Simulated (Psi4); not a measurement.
**UB3LYP/pcseg-1 (sweep point 6) run of GeH3S (SMILES [SH][GeH2])**

What is the vertical ionisation energy of GeH3S at UB3LYP/pcseg-1 (sweep point 6)? The job is set up through a Python script.

Program for the calculation: Psi4 1.11.

## 1. The molecule

The species is GeH3S (5 atoms), meant as a doublet with charge 0. SMILES: `[SH][GeH2]`. The shape is that of a PBE0-D4/def2-TZVP optimisation. This is one conformer, not always the lowest.

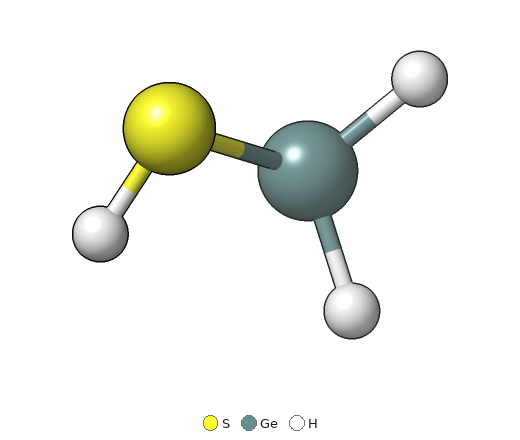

Viewed from a chosen angle; sulfur yellow, germanium teal, hydrogen white.

## 2. A single-point energy at UB3LYP/pcseg-1 (sweep point 6)

calc.py reads:

```python
import psi4

psi4.set_memory('1600 MB')
psi4.set_num_threads(1)
psi4.set_output_file('geh3s.out', False)

geom = psi4.geometry("""
0 2
S      1.138600    -0.803200     0.659500
Ge    -0.389500     0.679300     0.030100
H      0.246200    -1.778900     0.894600
H     -1.364100     0.019600    -0.978800
H      0.418600     1.809400    -0.646900
symmetry c1
""")

options = {'basis': 'pcseg-1', 'reference': 'uks', 'puream': True, 'scf_type': 'pk', 'dft_radial_points': 99, 'dft_spherical_points': 590, 'maxiter': 150}
psi4.set_options(options)

e_tot, wfn = psi4.energy('B3LYP', return_wfn=True)
print(f'total energy {e_tot:.8f} hartree = {e_tot * 27.211386:.5f} eV')
```

Started as:

```console
$ python calc.py
```

geh3s.out:

```text
[...]
  Running in c1 symmetry.
[...]
  Nuclear repulsion =  162.595028682439732
[...]
  Multiplicity = 2
[...]
  Nalpha       = 26
  Nbeta        = 25
[...]
    Number of basis functions: 60
[...]
   @UKS iter   1: -2475.96017833819906   -2.75075e+00   1.90337e-02 ADIIS/DIIS
[...]
   @UKS iter  11: -2476.79774767957315   -6.63340e-09   2.85581e-07 DIIS
[...]
   @S^2 Observed:                7.518423672E-01
[...]
    Orbital Energies [Eh]
    ---------------------
    Alpha Occupied:
       1A   -398.644120     2A    -88.855904     3A    -49.732220
       4A    -44.282397     5A    -44.281210     6A    -44.280490
       7A     -7.943569     8A     -6.221821     9A     -5.911242
      10A     -5.908894    11A     -5.904136    12A     -4.416661
      13A     -4.414214    14A     -4.412052    15A     -1.241597
      16A     -1.239805    17A     -1.238400    18A     -1.237644
      19A     -1.236008    20A     -0.744724    21A     -0.548681
      22A     -0.423647    23A     -0.359964    24A     -0.342306
      25A     -0.293685    26A     -0.214547
    Alpha Virtual:
[...]
  @UKS Final Energy: -2476.79774767957315
   => Energetics <=
    Nuclear Repulsion Energy =            162.5950286824397324
    One-Electron Energy =               -3770.3946903387613929
    Two-Electron Energy =                1216.2090645491700798
    DFT Exchange-Correlation Energy =     -85.2071505724216252
    Empirical Dispersion Energy =           0.0000000000000000
    VV10 Nonlocal Energy =                  0.0000000000000000
    Total Energy =                      -2476.7977476795731491
[...]
 Multipole Moments:
 ------------------------------------------------------------------------------------
     Multipole            Electronic (a.u.)      Nuclear  (a.u.)        Total (a.u.)
 ------------------------------------------------------------------------------------
 L = 1.  Multiply by 2.5417464519 to convert [e a0] to [Debye]
 Dipole X            :         -3.8790331            3.4401093           -0.4389238
 Dipole Y            :          4.7887970           -4.8669008           -0.0781037
 Dipole Z            :         -0.4489927            0.4043580           -0.0446347
 Magnitude           :                                                    0.4480475
[...]
```

On the terminal:

```text
total energy -2476.79774768 hartree = -67397.09956 eV
```

Wall time 9.9 s (1 thread of Intel Xeon Platinum 8488C (Sapphire Rapids), shared host); peak memory 0.65 GiB.

## 3. The singlet cation

calc.py reads:

```python
import psi4

psi4.set_memory('1600 MB')
psi4.set_num_threads(1)
psi4.core.set_output_file('output.dat', False)

molecule = psi4.geometry("""
1 1
S      1.138600    -0.803200     0.659500
Ge    -0.389500     0.679300     0.030100
H      0.246200    -1.778900     0.894600
H     -1.364100     0.019600    -0.978800
H      0.418600     1.809400    -0.646900
symmetry c1
""")

psi4.set_options({
    'basis': 'pcseg-1',
    'reference': 'rks',
    'puream': True,
    'scf_type': 'pk',
    'dft_radial_points': 99,
    'dft_spherical_points': 590,
})

result, w = psi4.energy('B3LYP', return_wfn=True)
print(f'B3LYP energy: {result:.10f} Eh')
```

Started as:

```console
$ python calc.py
```

output.dat:

```text
[...]
  Running in c1 symmetry.
[...]
  Nuclear repulsion =  162.595028682439732
[...]
  Multiplicity = 1
[...]
  Nalpha       = 25
  Nbeta        = 25
[...]
    Number of basis functions: 60
[...]
   @RKS iter   1: -2475.67479152883743   -2.46536e+00   1.93587e-02 ADIIS/DIIS
[...]
   @RKS iter   9: -2476.49395246867016   -3.64348e-08   9.46236e-07 DIIS
[...]
    Orbital Energies [Eh]
    ---------------------
    Doubly Occupied:
       1A   -398.920565     2A    -89.110548     3A    -50.007553
       4A    -44.558715     5A    -44.556133     6A    -44.555255
       7A     -8.195700     8A     -6.495862     9A     -6.162779
      10A     -6.160859    11A     -6.156344    12A     -4.693971
      13A     -4.686729    14A     -4.683765    15A     -1.516016
      16A     -1.515602    17A     -1.512725    18A     -1.507752
      19A     -1.506998    20A     -0.979736    21A     -0.784900
      22A     -0.651065    23A     -0.589438    24A     -0.571006
      25A     -0.518006
[...]
  @RKS Final Energy: -2476.49395246867016
   => Energetics <=
    Nuclear Repulsion Energy =            162.5950286824397324
    One-Electron Energy =               -3757.1101968403245337
    Two-Electron Energy =                1202.9819057384443113
    DFT Exchange-Correlation Energy =     -84.9606900492293988
    Empirical Dispersion Energy =           0.0000000000000000
    VV10 Nonlocal Energy =                  0.0000000000000000
    Total Energy =                      -2476.4939524686701589
[...]
 Multipole Moments:
 ------------------------------------------------------------------------------------
     Multipole            Electronic (a.u.)      Nuclear  (a.u.)        Total (a.u.)
 ------------------------------------------------------------------------------------
 L = 1.  Multiply by 2.5417464519 to convert [e a0] to [Debye]
 Dipole X            :         -3.9984484            3.4401093           -0.5583390
 Dipole Y            :          4.7482329           -4.8669008           -0.1186679
 Dipole Z            :         -0.3931255            0.4043580            0.0112325
 Magnitude           :                                                    0.5709209
[...]
```

Standard output:

```text
B3LYP energy: -2476.4939524687 Eh
```

It took 6 s on 1 thread of Intel Xeon Platinum 8488C (Sapphire Rapids), shared host; peak memory 0.65 GiB.

## 4. Outcome

Level: UB3LYP/pcseg-1 (sweep point 6).

```
                                          quantity           value
                       doublet GeH3S: total energy  -2476.79775 Eh
                      doublet GeH3S: dipole moment          1.14 D
 doublet GeH3S: HOMO energy (highest over α and β)        -5.84 eV
  doublet GeH3S: LUMO energy (lowest over α and β)        -3.39 eV
                               doublet GeH3S: ⟨S²⟩           0.752
                      singlet cation: total energy  -2476.49395 Eh
                       singlet cation: HOMO energy       -14.10 eV
                       singlet cation: LUMO energy       -10.66 eV
                     singlet cation: HOMO–LUMO gap         3.44 eV
vertical ionisation energy (to the singlet cation)        8.267 eV
```

The vertical ionisation energy comes to 8.27 eV (798 kJ/mol). Only the singlet of the ionised species was computed; a triplet could lie lower.
